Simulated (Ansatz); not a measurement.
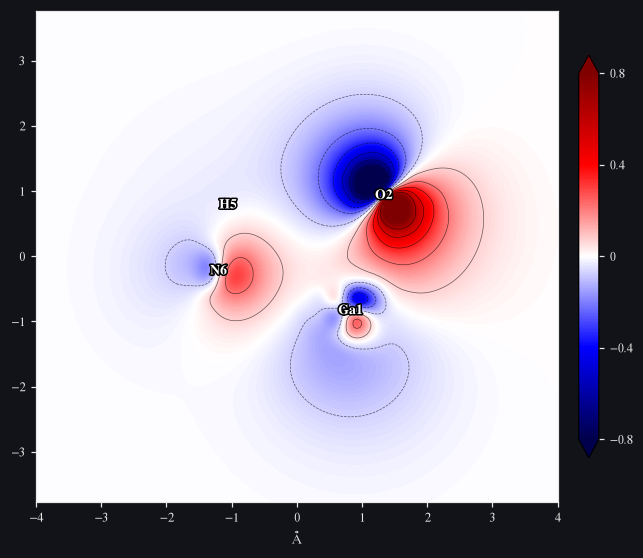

Figure. GaH6NO. The HOMO−1 on the plane of atoms Ga1, N6 and H5 (values in Å⁻³ᐟ²; the overall sign is arbitrary).

The reactant side of a reaction path; geometry: PBE0-D4/def2-TZVP.

Method: Ansatz 0.2.0, RKS PBE0-D4/def2-TZVPP.

```xyz
9

Ga   -0.8335   -0.5214    0.2030
O    -1.2619    1.2304   -0.1483
H    -1.0582   -1.5254   -0.9941
H    -0.9426   -0.9202    1.7204
H     1.1354    0.9858   -0.1033
N     1.2399   -0.0123    0.0634
H    -1.7960    1.3424   -0.9350
H     1.7786   -0.1540    0.9094
H     1.7384   -0.4252   -0.7154
```

> Describe this orbital and give its energy.

By Hirshfeld shares it lies mainly on O2 (about 55 %), H3 (about 20 %) and Ga1 (about 20 %). Its energy is −7.85 eV.
